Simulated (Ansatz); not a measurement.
# Cl₂MoOS: small, medium and large basis sets

How large a basis does Cl₂MoOS need? Two functionals are run in growing sets.

Program: Ansatz 0.2.0, Gaussian basis. Level of theory: one geometry, several basis sets. These are calculated values, not measurements.

Plan: PBE0-D4/def2-SVP; ωB97M-V/def2-SVP; PBE0-D4/def2-QZVPP; ωB97M-V/def2-QZVPP; the functionals' def2-TZVPP values are taken from earlier runs.

### 1 The geometry

All runs share one geometry, relaxed beforehand with PBE0-D4 in a triple-zeta def2 set. Mo takes the def2 core potential; no spin-orbit term is included.

SMILES `[O]=[Mo](=[S])([Cl])[Cl]`, 5 atoms, charge 0, spin multiplicity 1.

Atoms are counted from 1 here; the program's logs count them from 0.

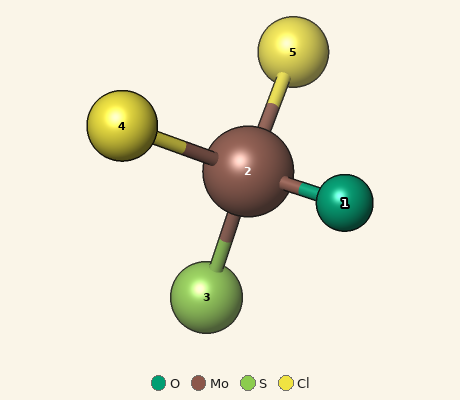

The structure; oxygen teal, molybdenum brown, sulfur green, chlorine yellow; atoms are numbered from 1 in the order of the file.

### 2 PBE0-D4 in def2-SVP

The input, in.yaml:

```yaml
crystal:
  periodic: [false, false, false]
  atoms:
    - {symbol: O, position_ang: [0.007131, -0.082756, 1.739012]}
    - {symbol: Mo, position_ang: [0.008549, -0.017104, 0.082054]}
    - {symbol: S, position_ang: [1.496718, -1.325217, -0.594208]}
    - {symbol: Cl, position_ang: [-1.972776, -0.707841, -0.690010]}
    - {symbol: Cl, position_ang: [0.510277, 2.059218, -0.578249]}
basis:
  gaussian: {orbitals: def2-SVP}
hamiltonian: {xc: pbe0, dispersion: d4}
output: {orbitals: {seedname: orbitals}}
```

The runs that follow: ωB97M-V in def2-SVP; PBE0-D4 in def2-QZVPP; ωB97M-V in def2-QZVPP.

**Question.** What will the summary of the whole plan be? Wanted: PBE0-D4: double and triple zeta above quadruple; ωB97M-V: double and triple zeta above quadruple.

As calculated:

| quantity | value |
| --- | --- |
| PBE0-D4: double and triple zeta above quadruple | 16.90, 1.28 eV |
| ωB97M-V: double and triple zeta above quadruple | 16.74, 1.22 eV |

For PBE0-D4 the step from double to triple zeta gains 15.62 eV and the next only 1.28 eV. These are total energies; as a rule much of such shifts cancels in differences, which this series doesn't test.
